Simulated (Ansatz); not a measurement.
## Electronic structure of C4H2F2Si (SMILES C#C[Si](F)(F)C#C) in real space

```tsv
atom	x (Å)	y (Å)	z (Å)
C	-3.1822	3.4656	0.6862
C	-2.1209	2.8912	0.8326
C	-0.7618	0.2115	0.8837
C	-0.9233	-0.9881	0.7714
F	0.5023	2.5200	-0.0444
F	0.0566	2.3422	2.4896
Si	-0.5596	2.0021	1.0449
H	-4.1205	3.9772	0.5570
H	-1.0631	-2.0508	0.6724
```

Geometry: PBE0-D4/def2-SVP.

These are results of isolated molecule in a Gaussian basis; Kohn-Sham density functional theory, functional PBE0 in Ansatz 0.2.0, not measurements.

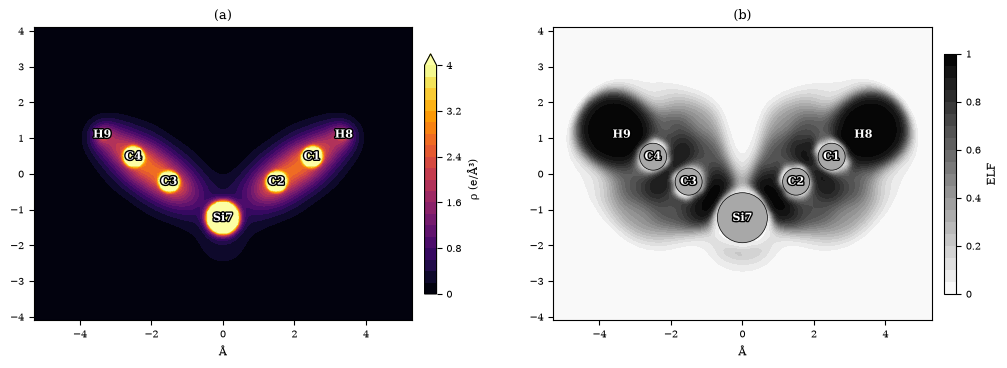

Figure 1. (a) total electron density; (b) electron localisation function on the plane of atoms C2, Si7 and C3. Grey discs cover the atomic cores in the ELF map.

### Read the bonding off the picture.

- The plane passes through C, Si and H nuclei.
- C–C (1.22 Å): the density is about 2.7 e/Å³ at the midpoint; the ELF peaks at about 0.85 between the atoms: a multiple bond.
- C–Si (1.81 Å): ρ is about 1 e/Å³ halfway; the ELF peaks at about 1 between the atoms (localised, covalent bonding).
- C–H (1.08 Å): ρ is about 2.1 e/Å³ halfway; the ELF climbs to about 1 towards the hydrogen, as it does in any bond to H (an ordinary covalent bond to hydrogen).

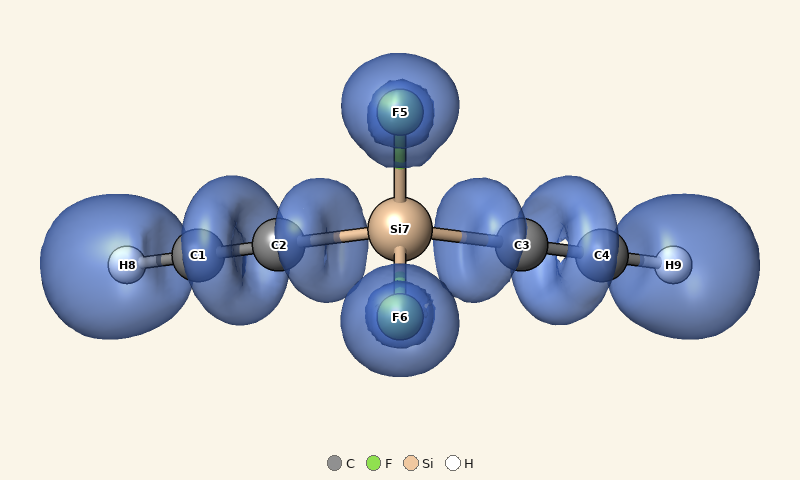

Figure 2. Isosurface of the ELF at 0.8 (blue), seen from one side. Core shells and regions of very low density are left out.

### Describe the localisation domains.

The surface consists of two regions between bonded C–C atoms (shared pairs), two regions between bonded C–Si atoms (shared pairs), two regions around hydrogen nuclei and two regions wrapped around F (its lone pairs, merged into a ring or cap). Along the contacts the grid gives the following. Si–F (1.61 Å): the ELF peaks at about 0.85 in the valence shell of F, 0.6 Å from its nucleus, and is about 0.45 at the midpoint.

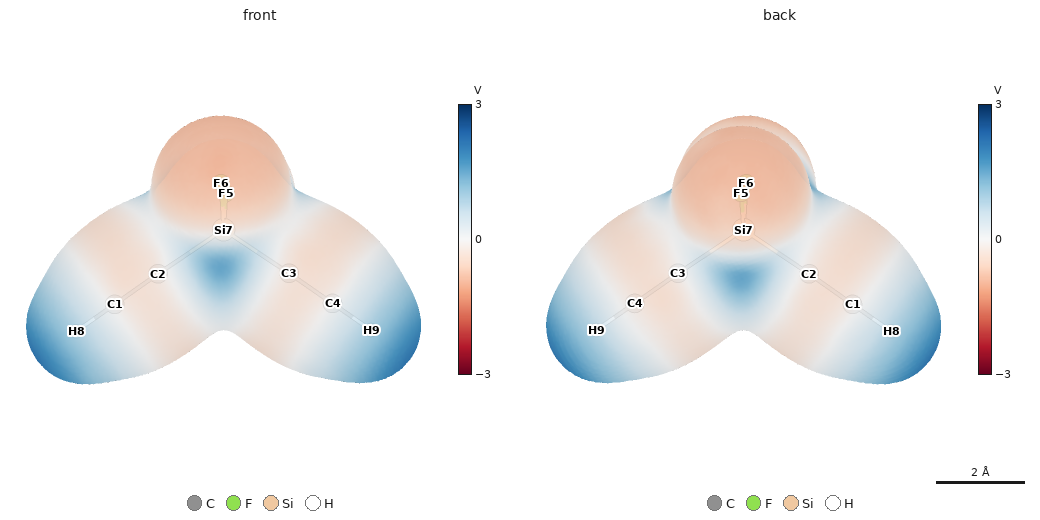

Figure 3. The electrostatic potential painted on the density surface at 0.002 e/bohr³, seen from the front and from behind; red is negative and blue positive.

### Describe the electrostatic potential map.

The most negative region (about −0.9 V) lies over F5 and F6, the most positive (about +2.1 V) over H8 and H9.

### How polar is the molecule by this calculation?

Its dipole moment is 2.98 D.
